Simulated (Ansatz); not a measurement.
**GeH2S (SMILES [SH][GeH]) at CCSD(T)/STO-3G**

What is the vertical ionisation energy of GeH2S at CCSD(T)/STO-3G? 

The results are computed with Ansatz 0.2.0.

51 further runs of the same task are left out: 3 that didn't finish, 48 set aside as unsound or not needed.

### 1 The structure to begin with

GeH2S: 4 atoms, total charge 0, spin state singlet. SMILES: `[SH][GeH]`. The shape is that of a PBE0-D4/def2-TZVP optimisation.

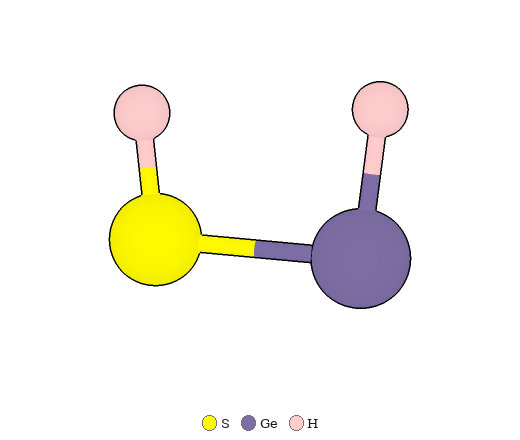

Viewed from a chosen angle; sulfur yellow, germanium purple, hydrogen pink.

### 2 A single-point energy at CCSD(T)/STO-3G

job.yaml

```yaml
crystal:
  periodic: [false, false, false]
  atoms:
    - symbol: S
      position_ang: [-0.443300, -1.201800, 0.271700]
    - symbol: Ge
      position_ang: [-0.841700, 0.737900, -0.743600]
    - symbol: H
      position_ang: [0.779200, -0.962100, 0.771200]
    - symbol: H
      position_ang: [0.561200, 1.365900, -0.319400]
basis:
  gaussian: {orbitals: STO-3G}
correlation: {method: ccsd_t, frozen_orbitals: {Ge: 9, H: 0, S: 5}}
accuracy: high
scf: {omitted_lower_state_checks: [cluster_reference, increment]}
```

Launch:

```console
$ ansatz run job.yaml --threads 1 --pin off --max-ram 2610MiB --events-out events.jsonl --progress --plain --runs-dir runs
```

What it wrote (excerpt; [...] marks lines left out):

```text
Warning: RAYON_NUM_THREADS=1 ignored (pool sized by the plan → 1); use --threads N
Functional definition: HF
  name "HF"
[...]
422 factors; integrals over basis functions are off by at most 1.4e-8 eV
[...]
mean field -66560.43803525 eV, -2446.0509815100 hartree, gradient 2.3e-8 eV, S^2 0.000000; 0 other end points of the search recorded, 0 dependent functions left out
14 core orbitals not correlated: weight in the atoms' cores, before any rotation towards them, 1.000 or more for the frozen orbitals, at most 0.000 for the correlated occupied ones
reference -66560.43803525 eV, -2446.0509815100 hartree; 11, 11 occupied and 4, 4 virtual orbitals, 422 factors
second order -1.57276804 eV of doubles, -0.00000000 eV of singles
cycle   1  -1.93950560 eV  change   -3.7e-1 eV  update   8.6e-2
[...]
cycle  22  -2.22524088 eV  change   5.3e-10 eV  update   1.4e-9
perturbative correction -0.06381455 eV, -0.0023451415 hartree
Total energy: -66562.72709068 eV, -2446.1351027455 hartree
Checks for a lower state left out: cluster_reference, increment
```

Run time: 0.32 s. Hardware: 1 thread of Arm Neoverse V1, shared host.

### 3 The doublet cation, same level

Edit job.yaml of step 2 so:

```diff
@@ -13,2 +13,4 @@
   gaussian: {orbitals: STO-3G}
+total_charge: 1
+magnetization: {spin_polarized: true, initial_magnetization: 1}
 correlation: {method: ccsd_t, frozen_orbitals: {Ge: 9, H: 0, S: 5}}
```

Launch:

```console
$ ansatz run job.yaml --threads 1 --pin off --max-ram 2610MiB --events-out events.jsonl --progress --plain --runs-dir runs
```

What it wrote:

```text
Warning: RAYON_NUM_THREADS=1 ignored (pool sized by the plan → 1); use --threads N
[... 14 lines left out ...]
14 core orbitals not correlated: weight in the atoms' cores, before any rotation towards them, 1.000 or more for the frozen orbitals, at most 0.000 for the correlated occupied ones
[... 39 lines left out ...]
Total energy: -66557.26807098 eV, -2445.9344874719 hartree
Checks for a lower state left out: cluster_reference, increment
```

Run time: 1.2 s. Hardware: 1 thread of Arm Neoverse V1, shared host.

### 4 Outcome

At CCSD(T)/STO-3G, 14 core orbitals frozen:

| quantity | value |
| --- | --- |
| singlet GeH2S: total energy | -2446.13510 Eh |
| singlet GeH2S: correlation energy (14 core orbitals frozen) | -84.1 mEh |
| singlet GeH2S: (T) correction | -2.35 mEh |
| singlet GeH2S: T1 diagnostic | 0.019 |
| doublet cation: total energy | -2445.93449 Eh |
| doublet cation: correlation energy (14 core orbitals frozen) | -95.6 mEh |
| doublet cation: (T) correction | -4.49 mEh |
| doublet cation: ⟨S²⟩ of the reference determinant | 0.800 |
| doublet cation: T1 diagnostic | 0.033 |
| vertical ionisation energy (to the doublet cation) | 5.459 eV |

In words: Removing an electron at fixed nuclei costs 5.46 eV (126 kcal/mol). In a minimal basis such a difference can be off by several eV, whatever the method. The triples (singlet GeH2S) make up 2.8 % of the correlation energy. The triples (doublet cation) make up 4.7 % of the correlation energy.
